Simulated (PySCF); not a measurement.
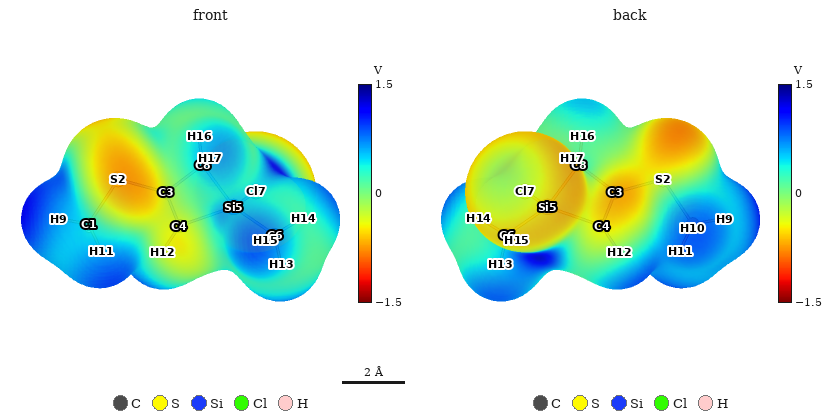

Figure 1: C5H9ClSSi. The electrostatic potential painted on the density surface at 0.002 e/bohr³, seen from the front and from behind; red is negative and blue positive.

Geometry: GFN2-xTB.

Computed with PBE0/pcSseg-1, SCF density, gas phase, non-relativistic in PySCF.

```yaml
atoms:
  - { symbol: C, position_ang: [3.2588, 0.1937, -0.1929] }
  - { symbol: S, position_ang: [2.2502, -1.2225, 0.3318] }
  - { symbol: C, position_ang: [0.6548, -0.6521, -0.0474] }
  - { symbol: C, position_ang: [0.2191, 0.4993, -0.5894] }
  - { symbol: Si, position_ang: [-1.5945, 0.0109, -0.4518] }
  - { symbol: C, position_ang: [-2.7113, 0.9636, 0.7493] }
  - { symbol: Cl, position_ang: [-2.6040, -0.3523, -2.1746] }
  - { symbol: C, position_ang: [-0.5722, -1.4777, 0.2358] }
  - { symbol: H, position_ang: [4.2937, -0.0729, -0.0044] }
  - { symbol: H, position_ang: [3.1041, 0.3714, -1.2528] }
  - { symbol: H, position_ang: [2.9829, 1.0668, 0.3910] }
  - { symbol: H, position_ang: [0.8047, 1.3358, -0.9272] }
  - { symbol: H, position_ang: [-2.9091, 1.9623, 0.3726] }
  - { symbol: H, position_ang: [-3.6676, 0.4653, 0.8746] }
  - { symbol: H, position_ang: [-2.2485, 1.0607, 1.7255] }
  - { symbol: H, position_ang: [-0.5930, -2.4026, -0.3372] }
  - { symbol: H, position_ang: [-0.6750, -1.7378, 1.2871] }
```

### Which sites attract a positive test charge, and which a negative one?

A positive charge is drawn to the negative regions and a negative charge to the positive ones. The most negative region (about −0.8 V) lies over S2, the most positive (about +1.1 V) over Si5 and H9.

### How polar is the molecule by this calculation?

Its dipole moment is 2.17 D.
